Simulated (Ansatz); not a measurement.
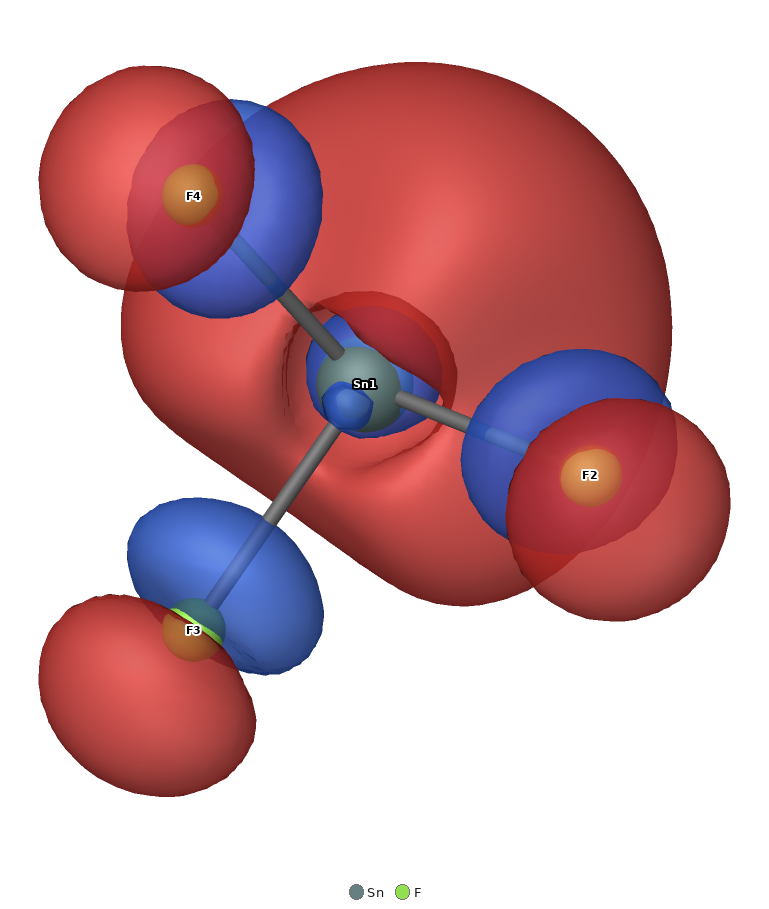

*F₃Sn (doublet). The HOMO (α) at ±0.08 Å⁻³ᐟ² (blue and red are the two phases), seen at a tilt.*

Geometry: PBE0-D4/def2-TZVPD; core potentials replace the inner electrons of Sn.

The calculation used UKS PBE0-D4/def2-TZVPD in Ansatz.

```yaml
atoms:
  - { symbol: Sn, position_ang: [-0.0040, 0.0039, 0.5570] }
  - { symbol: F, position_ang: [1.7603, -0.0315, -0.1727] }
  - { symbol: F, position_ang: [-0.8519, 1.5370, -0.2027] }
  - { symbol: F, position_ang: [-0.9043, -1.5095, -0.1815] }
```

**What is the character of this orbital?**

By Hirshfeld shares it lies mainly on Sn1 (about 65 %), F2 (about 10 %), F3 (about 10 %) and F4 (about 10 %). Its energy is −8.82 eV.
